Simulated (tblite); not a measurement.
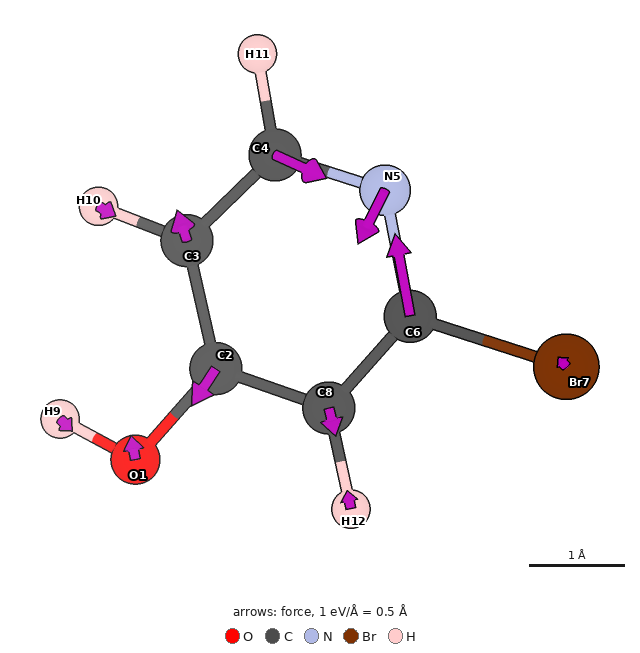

Starting geometry of C5H4BrNO with the computed forces as purple arrows. The picture is a ball-and-stick view, seen at a tilt.

The calculation used GFN2-xTB geometry optimisation, gas phase in tblite 0.8.0. 

Is this structure relaxed? If not, where do the atoms go?

It isn't relaxed: the largest force vector, on C6, is 1.79 eV/Å. The final displacements follow the starting forces only in part (cosine between the two patterns 0.53). Over 16 geometry steps the energy falls by 2.05 kcal/mol. The atom that moves furthest after the best rigid fit is Br7 (0.062 Å). By element the largest moves are Br 0.062 Å, H 0.043 Å, C 0.028 Å, N 0.026 Å, O 0.018 Å. Some distances before and after: N5–C6 1.354 → 1.314 Å, C4–N5 1.347 → 1.321 Å, C3–H10 1.095 → 1.080 Å, C2–C3 1.382 → 1.396 Å.
